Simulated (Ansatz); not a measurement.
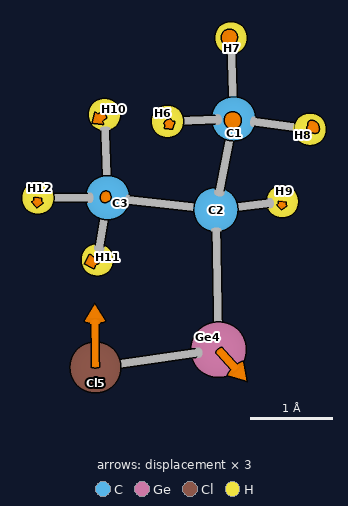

A relaxation of C₃H₇ClGe (coarse preliminary run). The starting structure is drawn; orange arrows show the displacements, 3 times their true length. The two geometries are superimposed by the best rigid fit.

A ball-and-stick model, seen from a free direction.

The start comes from a force field.

These are results of Ansatz 0.2.0, RKS PBE-D4/def2-SVP, not measurements. Set-up: force threshold 0.03 eV/Å; at most 200 steps.

Q: What happened in the run?

A: Over 4 geometry steps the energy falls by 57.2 kJ/mol. The largest force component goes from 2.6 to 0.015 eV/Å. The largest move after the best rigid fit is that of Cl5, 0.28 Å. Largest moves by element: Cl 0.28 Å, Ge 0.19 Å, C 0.09 Å, H 0.08 Å. Some distances before and after: C2–Ge4 1.908 → 2.035 Å, C1–H6 1.178 → 1.109 Å, Ge4–Cl5 2.165 → 2.232 Å, C3–H10 1.162 → 1.112 Å. Bond angles that change, for instance: C2–Ge4–Cl5 112.4° → 96.8°, Ge4–C2–H9 110.8° → 103.4°, C1–C2–H9 105.1° → 109.4°. The run took 8 s on 4 threads of Arm Neoverse V2 (shared host).
